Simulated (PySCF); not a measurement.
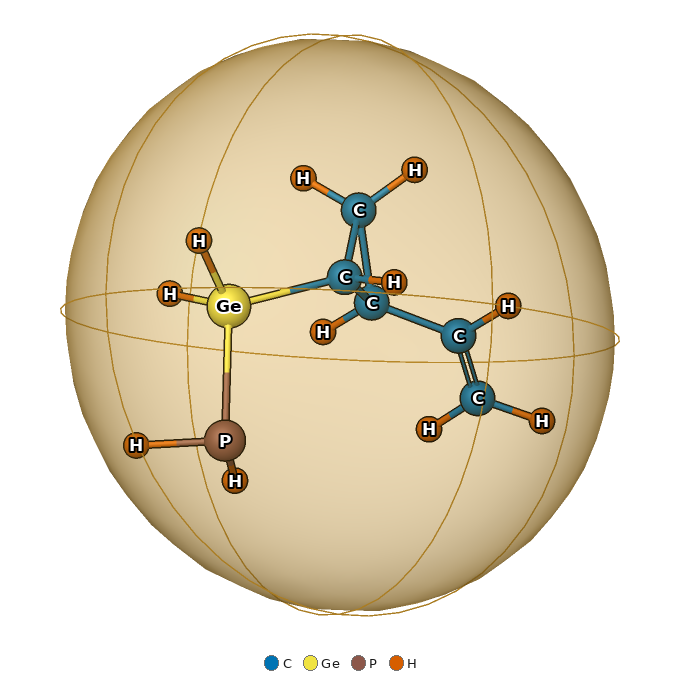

The ellipsoid shows the static dipole polarisability: its half-axes are proportional to the principal values. The geometry was computed by an optimisation with GFN2-xTB. No frequency run is at hand to confirm it as a minimum. Method: PBE0/def2-SVPD (PySCF 2.14.0).

### How large and how anisotropic is the polarisability?

Principal values 94.4, 124.4, 137.5 bohr³; mean 118.8 bohr³ (17.60 Å³); anisotropy 38.2 bohr³, so the longest axis is 1.46 times the shortest.

The geometry is semi-empirical. Around Ge, P such bond lengths and angles can be off by a tenth of an ångström or more and by several degrees, and values that hang on the shape move with them.
